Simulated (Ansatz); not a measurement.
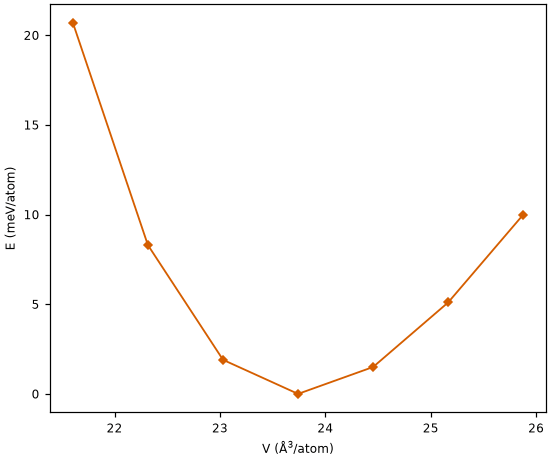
Figure: TiTeS in space group P3m1 (No. 156; Ti on 1b, Te on 1a, S on 1c) under volume change, r²SCAN+D4 in the plane-wave PAW code Ansatz, shape and atoms relaxed at each volume.

Q: What does a third-order Birch–Murnaghan fit give for V₀, B₀ and B′?

A: V₀ = 23.75 Å³/atom, B₀ = 23.7 GPa, B′ = 10.8.

The workflow started from a Materials Project entry (that database holds measured and hypothetical structures alike); the Crystallography Open Database copy checked does not list it. Whether it is the stable phase at ambient conditions was not checked. The cell was relaxed with r²SCAN+D4 under the symmetry of its start; whether a distortion lowers the energy is not shown. No spin polarisation was allowed. Spin–orbit coupling is left out wherever it is not named.

Potentials: the later of the program's two PAW sets.
